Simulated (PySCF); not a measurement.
**SnCl4 (SMILES [Cl][Sn]([Cl])([Cl])[Cl]): levels of theory compared**

Wanted: a comparison of 6 runs (HF/STO-3G, HF/def2-SVP, HF/def2-SVPD, SVWN5/STO-3G, PBE0/def2-SVP, BLYP/def2-TZVP) of SnCl4. 

The results are computed with PySCF 2.14.0.

3 further runs of the same task are left out: 3 set aside as unsound or not needed.

## Step 1: The structure to begin with

SnCl4: 5 atoms, total charge 0, spin state singlet. SMILES: `[Cl][Sn]([Cl])([Cl])[Cl]`. The coordinates come from a PBE0-D4/def2-TZVP relaxation.

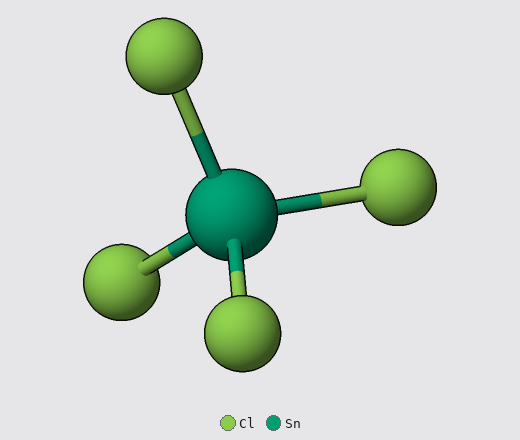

Viewed from a chosen angle; chlorine green, tin teal.

## Step 2: Energy and forces at HF/STO-3G (run 1)

start.xyz

```xyz
5
Cl4Sn
Cl    -1.096620    -0.161700     2.000940
Sn    -0.000010     0.000000    -0.000030
Cl     1.898840    -1.273760     0.066050
Cl    -1.361990    -0.748170    -1.678550
Cl     0.559780     2.183620    -0.388420
```

run.py

```python
from pyscf import gto

mol = gto.M(
    atom='start.xyz',
    charge=0,
    basis='sto-3g',
    max_memory=1860,
    verbose=3,
)

mf = mol.RHF()
mf.conv_tol = 1e-10
mf.kernel()
if not mf.converged:
    mf = mf.newton().run(mf.mo_coeff, mf.mo_occ)

e_tot = mf.e_tot
print('E = %.10f Eh' % e_tot)
grad = mf.nuc_grad_method().kernel()
dip = mf.dip_moment()
pop, q = mf.mulliken_pop()
```

The run is started by

```bash
$ OMP_NUM_THREADS=1 python run.py
```

The log of the run:

```text
converged SCF energy = -7781.9177797956
E = -7781.9177797956 Eh
--------------- RHF gradients ---------------
         x                y                z
0 Cl     0.0008131761     0.0001197665    -0.0014833902
1 Sn    -0.0000087744    -0.0000022876    -0.0000279370
2 Cl    -0.0014161827     0.0009499409    -0.0000491123
3 Cl     0.0010299446     0.0005652212     0.0012695455
4 Cl    -0.0004181636    -0.0016326410     0.0002908940
----------------------------------------------
Dipole moment(X, Y, Z, Debye): -0.00013,  0.00003, -0.00035
 ** Mulliken pop  **
pop of  0 Cl 1s           1.99998
pop of  0 Cl 2s           1.99909
pop of  0 Cl 3s           1.99303
pop of  0 Cl 2px          1.99746
pop of  0 Cl 2py          1.99931
pop of  0 Cl 2pz          1.99306
pop of  0 Cl 3px          1.84832
pop of  0 Cl 3py          1.95981
pop of  0 Cl 3pz          1.58285
pop of  1 Sn 1s           2.00000
pop of  1 Sn 2s           1.99961
pop of  1 Sn 3s           1.99803
pop of  1 Sn 4s           2.00921
pop of  1 Sn 5s           0.93816
pop of  1 Sn 2px          2.00007
pop of  1 Sn 2py          2.00007
pop of  1 Sn 2pz          2.00007
pop of  1 Sn 3px          1.99798
pop of  1 Sn 3py          1.99798
pop of  1 Sn 3pz          1.99798
pop of  1 Sn 4px          1.99495
pop of  1 Sn 4py          1.99495
pop of  1 Sn 4pz          1.99495
pop of  1 Sn 5px          0.53715
pop of  1 Sn 5py          0.53715
pop of  1 Sn 5pz          0.53715
pop of  1 Sn 3dxy         1.99979
pop of  1 Sn 3dyz         1.99994
pop of  1 Sn 3dz^2        1.99978
pop of  1 Sn 3dxz         1.99975
pop of  1 Sn 3dx2-y2      1.99984
pop of  1 Sn 4dxy         1.99395
pop of  1 Sn 4dyz         1.99827
pop of  1 Sn 4dz^2        1.99363
pop of  1 Sn 4dxz         1.99274
pop of  1 Sn 4dx2-y2      1.99518
pop of  2 Cl 1s           1.99998
pop of  2 Cl 2s           1.99909
pop of  2 Cl 3s           1.99303
pop of  2 Cl 2px          1.99369
pop of  2 Cl 2py          1.99680
pop of  2 Cl 2pz          1.99935
pop of  2 Cl 3px          1.62058
pop of  2 Cl 3py          1.80852
pop of  2 Cl 3pz          1.96187
pop of  3 Cl 1s           1.99998
pop of  3 Cl 2s           1.99909
pop of  3 Cl 3s           1.99304
pop of  3 Cl 2px          1.99644
pop of  3 Cl 2py          1.99847
pop of  3 Cl 2pz          1.99492
pop of  3 Cl 3px          1.78648
pop of  3 Cl 3py          1.90923
pop of  3 Cl 3pz          1.69527
pop of  4 Cl 1s           1.99998
pop of  4 Cl 2s           1.99909
pop of  4 Cl 3s           1.99303
pop of  4 Cl 2px          1.99886
pop of  4 Cl 2py          1.99186
pop of  4 Cl 2pz          1.99912
pop of  4 Cl 3px          1.93258
pop of  4 Cl 3py          1.51041
pop of  4 Cl 3pz          1.94798
 ** Mulliken atomic charges  **
charge of    0Cl =     -0.37291
charge of    1Sn =      1.49166
charge of    2Cl =     -0.37291
charge of    3Cl =     -0.37291
charge of    4Cl =     -0.37291
```

Wall time 17 s (1 thread of Intel Xeon at 2.50GHz (Skylake/Cascade Lake), shared host); peak memory 0.13 GiB.

## Step 3: Energy and forces at HF/def2-SVP (core potential) (run 2)

input.py

```python
import pyscf.grad
from pyscf import gto

molecule = gto.Mole()
molecule.atom = '''
Cl    -2.072311    -0.305569     3.781229
Sn    -0.000019     0.000000    -0.000057
Cl     3.588288    -2.407058     0.124816
Cl    -2.573788    -1.413836    -3.172000
Cl     1.057831     4.126444    -0.734007
'''
molecule.basis = 'def2-svp'
molecule.ecp = {'Sn': 'def2-svp'}
molecule.unit = 'bohr'
molecule.max_memory = 1860
molecule.verbose = 3
molecule.build()

myscf = molecule.RHF()
myscf.conv_tol = 1e-10
myscf.kernel()
if not myscf.converged:
    myscf = myscf.newton().run(myscf.mo_coeff, myscf.mo_occ)

energy = myscf.e_tot
print(f'total energy: {energy:.8f} hartree')
grad = myscf.Gradients().kernel()
dip = myscf.dip_moment()
pop, q = myscf.mulliken_pop()
```

The run is started by

```bash
$ OMP_NUM_THREADS=1 python input.py
```

The log of the run:

```text
converged SCF energy = -2050.94866368573
total energy: -2050.94866369 hartree
[... 8 lines left out ...]
Dipole moment(X, Y, Z, Debye): -0.00016, -0.00000, -0.00046
[... 104 lines left out ...]
charge of    4Cl =     -0.31100
```

Run time: 23 s. Hardware: 1 thread of Intel Xeon at 2.50GHz (Skylake/Cascade Lake), shared host; peak memory 0.21 GiB.

Run 3 isn't shown in full; the table further down has it.

## Step 4: Energy and forces at SVWN5/STO-3G (run 4)

run.py

```python
# [Cl][Sn]([Cl])([Cl])[Cl]
import pyscf.grad
from pyscf import gto, dft

mol = gto.M(
    atom=[
    ('Cl', (-1.096620, -0.161700, 2.000940)),
    ('Sn', (-0.000010, -0.000000, -0.000030)),
    ('Cl', (1.898840, -1.273760, 0.066050)),
    ('Cl', (-1.361990, -0.748170, -1.678550)),
    ('Cl', (0.559780, 2.183620, -0.388420)),
],
    verbose=4,
    spin=0,
    basis='sto-3g',
    max_memory=1860,
)

calc0 = dft.RKS(mol, xc='svwn')
calc0.conv_tol = 1e-10
calc0.grids.level = 5
calc0.kernel()
if not calc0.converged:
    calc0 = calc0.newton().run(calc0.mo_coeff, calc0.mo_occ)

etot = calc0.e_tot
print('Final energy', etot)
grad = calc0.Gradients().kernel()
dip = calc0.dip_moment()
pop, q = calc0.mulliken_pop()
```

The run is started by

```bash
$ OMP_NUM_THREADS=1 python run.py
```

The log of the run:

```text
PySCF version 2.14.0

[... 67 lines left out ...]
converged SCF energy = -7774.49818985651
Final energy -7774.4981898565065
[... 12 lines left out ...]
Dipole moment(X, Y, Z, Debye): -0.00011,  0.00002, -0.00032
[... 69 lines left out ...]
charge of    4Cl =     -0.27689
```

Run time: 24 s. Hardware: 1 thread of Intel Xeon at 2.50GHz (Skylake/Cascade Lake), shared host; peak memory 0.35 GiB.

Run 5 isn't shown in full; the table further down has it.

## Step 5: Energy and forces at BLYP/def2-TZVP (core potential) (run 6)

run.py

```python
import pyscf.grad
from pyscf import gto, dft

mol = gto.Mole()
mol.atom = '''
Cl    -2.072311    -0.305569     3.781229
Sn    -0.000019     0.000000    -0.000057
Cl     3.588288    -2.407058     0.124816
Cl    -2.573788    -1.413836    -3.172000
Cl     1.057831     4.126444    -0.734007
'''
mol.ecp = {'Sn': 'def2-svp'}
mol.basis = 'def2-tzvp'
mol.max_memory = 1860
mol.unit = 'bohr'
mol.spin = 0
mol.charge = 0
mol.verbose = 4
mol.build()

mf = dft.RKS(mol, xc='blyp')
mf.conv_tol = 1e-10
mf.grids.level = 5
mf.kernel()
if not mf.converged:
    mf = mf.newton().run(mf.mo_coeff, mf.mo_occ)

e_final = mf.e_tot
print('E(%s) = %.9f' % ('BLYP', e_final))
grad = mf.Gradients().kernel()
dip = mf.dip_moment()
pop, q = mf.mulliken_pop()
```

The run is started by

```bash
$ OMP_NUM_THREADS=1 python run.py
```

The log of the run:

```text
PySCF version 2.14.0

[... 56 lines left out ...]
WARN: HOMO 0.188187568397436 == LUMO 0.18818774615139
[... 26 lines left out ...]
converged SCF energy = -2055.27232808647
[... 13 lines left out ...]
Dipole moment(X, Y, Z, Debye): -0.00018, -0.00000, -0.00039
[... 204 lines left out ...]
charge of    4Cl =     -0.27107
```

It took 4.9 min on 1 thread of Intel Xeon at 2.50GHz (Skylake/Cascade Lake), shared host; peak memory 3.1 GiB.

## Step 6: Overview of the runs

```tsv
run	level	core potential	integration grid	energy (Eh)	dipole moment (D)	HOMO energy (eV)	LUMO energy (eV)	wall time
1	HF/STO-3G	–	–	-7781.917780	0.00	-11.56	4.34	17 s
2	HF/def2-SVP (core potential)	def2-svp	–	-2050.948664	0.00	-13.10	0.82	23 s
3	HF/def2-SVPD (core potential)	def2-svp	–	-2050.974058	0.00	-13.26	0.19	73 s
4	SVWN5/STO-3G	–	5	-7774.498190	0.00	-6.44	-0.97	24 s
5	PBE0/def2-SVP (core potential)	def2-svp	5	-2054.093803	0.00	-9.63	-3.09	56 s
6	BLYP/def2-TZVP (core potential)	def2-svp	5	-2055.272328	0.00	-8.12	-3.99	4.9 min
```

## Step 7: What came out

```
                       quantity           value
            run 6: total energy  -2055.27233 Eh
           run 6: dipole moment          0.00 D
             run 6: HOMO energy        -8.12 eV
             run 6: LUMO energy        -3.99 eV
           run 6: HOMO–LUMO gap         4.13 eV
run 6: largest force on an atom      0.871 eV/Å
```

What this shows: The HOMO–LUMO gap runs from 4.13 eV (BLYP/def2-TZVP) to 15.90 eV (HF/STO-3G). The two ends differ in method and basis and core potential. Totals of different functionals can't be ranked against each other. Some runs of one species differ in core potentials or relativity; totals across that change don't compare. In runs 1, 4 the basis is minimal, so the values are rough. In runs 1, 4 relativity is left out where basis or elements ask for it. All runs together took 8.2 min, the longest 4.9 min.
